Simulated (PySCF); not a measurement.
Consider B4H5N (charge −1, doublet).

```xyz
10

B    -0.0361    0.5094    0.7611
B     0.8199   -0.8929    0.0427
N     0.6841    0.4797   -0.6574
B    -0.8530   -0.9526    0.3382
B    -0.8405    0.2845   -0.8271
H     0.1676    1.3977    1.5705
H     1.9082   -1.4169    0.2566
H     1.3490    1.2036   -0.9440
H    -1.6593   -1.6359    0.9494
H    -1.5211    1.0157   -1.5398
```

Geometry: BP86-D3(BJ)/ma-def2-SVP.

The calculation used DFT single point, gas phase, functional TPSSh in PySCF 2.14.0, density-fitted response routines.

Question: What will maps of the electron density, electron localisation function and spin density show?

Answer: B–B (1.73 Å): ρ is about 0.85 e/Å³ halfway; the ELF peaks at about 0.80 between the atoms, as expected for localised, covalent bonding.
N–H (1.02 Å): the density is about 2.7 e/Å³ at the midpoint; the ELF climbs to about 1 towards the hydrogen, as it does in any bond to H; an ordinary covalent bond to hydrogen.
B–N (1.59 Å): ρ is about 1.2 e/Å³ halfway; the ELF peaks at about 0.85 between the atoms: a shared but strongly polarised pair.
B–H (1.22 Å): ρ is about 1.1 e/Å³ halfway; the ELF climbs to about 1 towards the hydrogen; an ordinary covalent bond to hydrogen.
The unpaired spin (1 electron) lies mostly on B2 (about 0.3), B5 (about 0.3), B1 (about 0.2) and B4 (about 0.1), in electrons by Hirshfeld's partition.

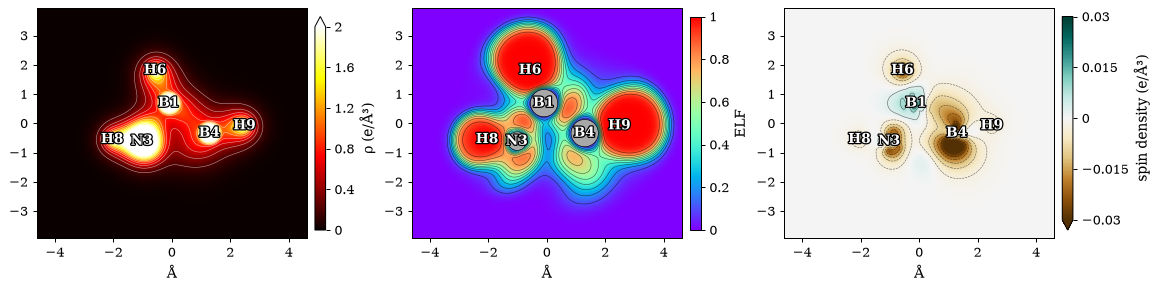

Computed electron density, electron localisation function and spin density on the plane of atoms N3, B1 and B4, in this order. Grey discs cover the atomic cores in the ELF map. 
